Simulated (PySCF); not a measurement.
**GeP (doublet): density, localisation and related maps**

```xyz
2

Ge    0.0000    0.0000   -0.6337
P     0.0000    0.0000    1.5123
```

The calculation used PBE0/def2-TZVPPD, non-relativistic Hamiltonian with scalar-relativistic core potentials where named, at a bond length of 2.146 Å in PySCF 2.14.0.

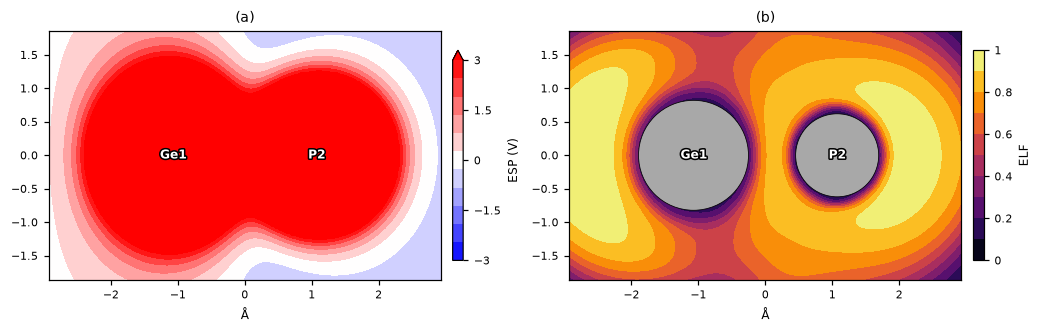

Figure 1. (a) electrostatic potential; (b) ELF on a plane that holds the molecular axis. Grey discs cover the atomic cores in the ELF map.

Q: Describe what can be read from this map.

A: Atoms in the plane: Ge and P. Ge–P (2.15 Å): the ELF peaks at about 0.85 in the valence shell of P, 0.9 Å from its nucleus, and is about 0.80 at the midpoint. The ELF also peaks beside P2, away from the bonds: non-bonding electrons, paired or unpaired. Outside the dense part of the molecule the potential is most negative (−0.5 V) near P2.

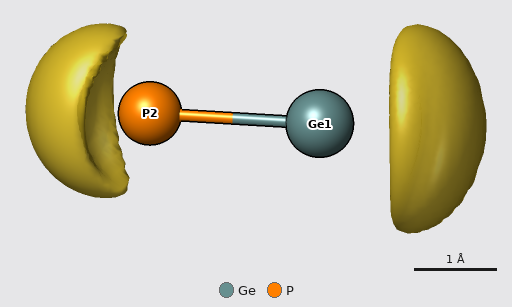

Figure 2. Isosurface of the electron localisation function at 0.9 (yellow), seen from one side. Core shells and regions of very low density are left out.

Q: What do the ELF domains correspond to?

A: The ELF exceeds this value in one lobe on Ge, pointing away from the bonds (non-bonding electrons) and one lobe on P, pointing away from the bonds (non-bonding electrons).
